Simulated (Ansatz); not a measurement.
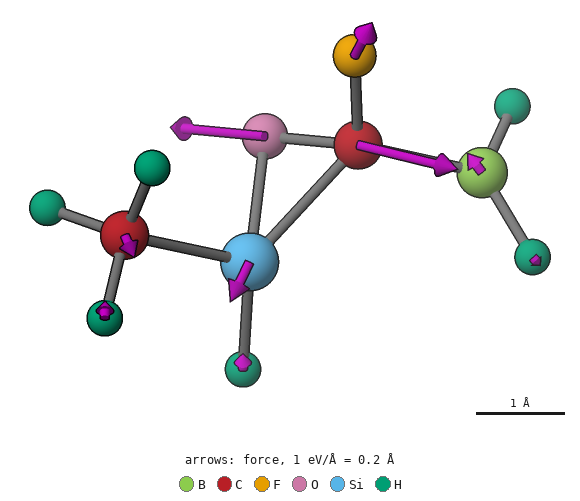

Starting geometry of C2H6BFOSi with the computed forces as purple arrows. The picture is a ball-and-stick view, seen at a tilt.

The run prepares the start of a later molecular dynamics calculation, from a guessed geometry.

Level of theory: UKS r2SCAN-D4/STO-3G in Ansatz.

The input:
```yaml
crystal:
  periodic: [false, false, false]
  atoms:
    - { symbol: B, position_ang: [-0.4027, -2.4046, -0.3674] }
    - { symbol: C, position_ang: [0.0975, -0.8956, -0.6158] }
    - { symbol: F, position_ang: [1.2398, -0.7194, -1.3409] }
    - { symbol: O, position_ang: [-0.8007, -0.0189, -1.0315] }
    - { symbol: Si, position_ang: [-0.3441, 0.4077, 0.5811] }
    - { symbol: C, position_ang: [0.6132, 2.0278, 0.4763] }
    - { symbol: H, position_ang: [-0.3177, -2.8678, 0.6848] }
    - { symbol: H, position_ang: [-0.8983, -2.9415, -1.2807] }
    - { symbol: H, position_ang: [-1.5304, 0.3607, 1.5036] }
    - { symbol: H, position_ang: [1.5762, 1.8324, -0.0234] }
    - { symbol: H, position_ang: [0.0081, 2.7585, -0.0665] }
    - { symbol: H, position_ang: [0.8361, 2.4055, 1.5144] }
magnetization:
  spin_polarized: true
basis:
  gaussian: { orbitals: STO-3G }
hamiltonian:
  xc: r2scan
  dispersion: d4
relax:
  f_tol: 0.02
  max_steps: 40
output:
  orbitals: {}
```

Launched with:
```bash
ansatz run input.yaml --threads 1 --pin off --max-ram 2048MiB --backend cpu --events-out ev --progress --plain --runs-dir out
```

**What follows when this structure is relaxed?**

It isn't relaxed: the largest force vector, on O4, is 7.88 eV/Å. The final displacements have little in common with the starting forces (cosine between the two patterns 0.13). The largest move after the best rigid fit is that of H7, 1.22 Å. Largest moves by element: H 1.22 Å, C 0.77 Å, F 0.77 Å, B 0.52 Å, O 0.46 Å, Si 0.28 Å. Among the contacts that change: B1–O4 2.508 → 1.582 Å, B1–Si5 2.969 → 2.584 Å, C2–O4 1.322 → 1.707 Å, Si5–H9 1.504 → 1.451 Å. Among the angles between lasting bonds that change: B1–C2–O4 117.3° → 57.2°, B1–C2–Si5 119.6° → 96.6°, C2–Si5–O4 43.6° → 55.9°. Groups turn about Si5–C6 by about 25°. Over 22 geometry steps the energy falls by 2.614 eV. The largest force component goes from 6.2 to 0.011 eV/Å.

Limits of the set-up: STO-3G is a minimal basis, so the numbers are rough.
